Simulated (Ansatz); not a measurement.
We consider rock-salt EuSe, described by rVV10 (PAW; Ansatz, a quantum-chemistry and plane-wave program).

Numerical settings: plane-wave cutoff 520 eV, 16×16×16 k mesh, Fermi–Dirac smearing 0.05 eV, spin-polarised with parallel moments, scalar-relativistic PAW data made under PBE.

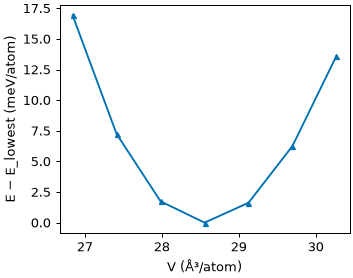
Total energy against volume

Question: From the curve, estimate the equilibrium volume and the bulk modulus.

Answer: V0 ≈ 28.6 Å³/atom and B0 ≈ 47 GPa; the fit gives V0 = 28.555 Å³/atom, B0 = 47.1 GPa, B′ = 4.4.

Measured, for comparison: bulk modulus 52 GPa (room temperature, no zero-point or thermal correction; as tabulated in arXiv:1003.2039). Computed (rounded) less measured: bulk modulus -9 %.

Note: the magnetic order was assumed, not searched for or taken from measurement; the 4f shell is treated without U or exact exchange, so its levels and filling can be wrong.

Spin–orbit coupling is not included; it can open a gap where bands touch, and shift volumes and moduli.
